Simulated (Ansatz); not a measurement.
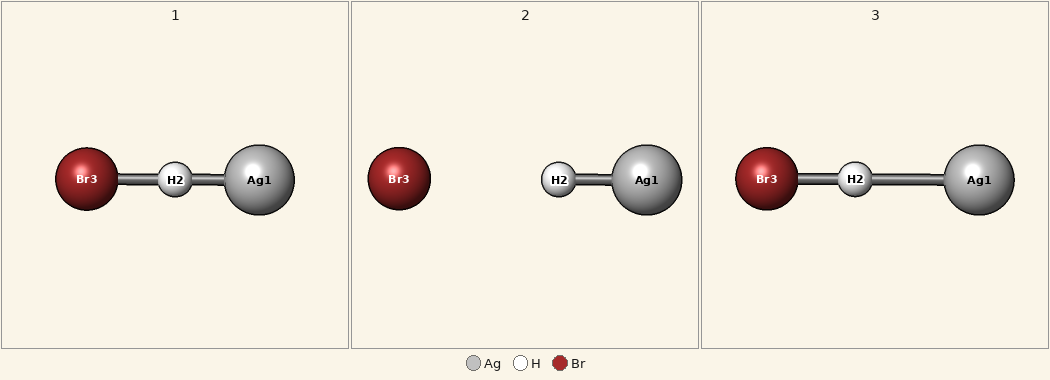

The system Ag⁺ + HBr. 
- The first coordinate is: distance Ag1–H2; the second: distance H2–Br3.
- Nothing is relaxed (the angle Ag1–H2–Br3 is fixed at 180 degrees).
- The grid has 15 × 15 points.
- Energies: eV, counted from Ag with charge +1 far from the relaxed HBr (each part in its own basis).
- The reference is spin-restricted, so regions where a bond is pulled apart into radicals lie too high.
- Theory: RKS PBE0-D4/def2-TZVPD (Ansatz).

The numbered pictures are structures from this grid.

**Which is the most stable, and how do the others follow?**

3, at distance Ag1–H2 = 2.073 Å, distance H2–Br3 = 1.478 Å: 0.11 eV; 1, at distance Ag1–H2 = 1.408 Å, distance H2–Br3 = 1.478 Å: 1.01 eV; 2, at distance Ag1–H2 = 1.473 Å, distance H2–Br3 = 2.670 Å: 3.57 eV.

The map, with the structures marked:

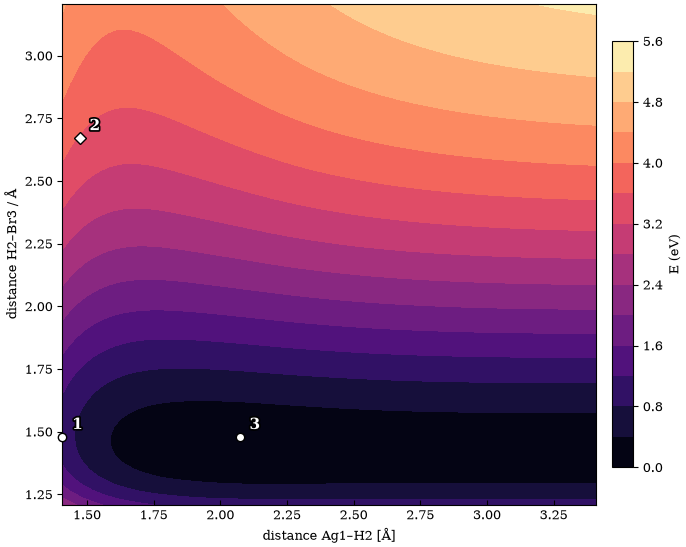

In the figure: filled contours. Between grid points the surface is interpolated.
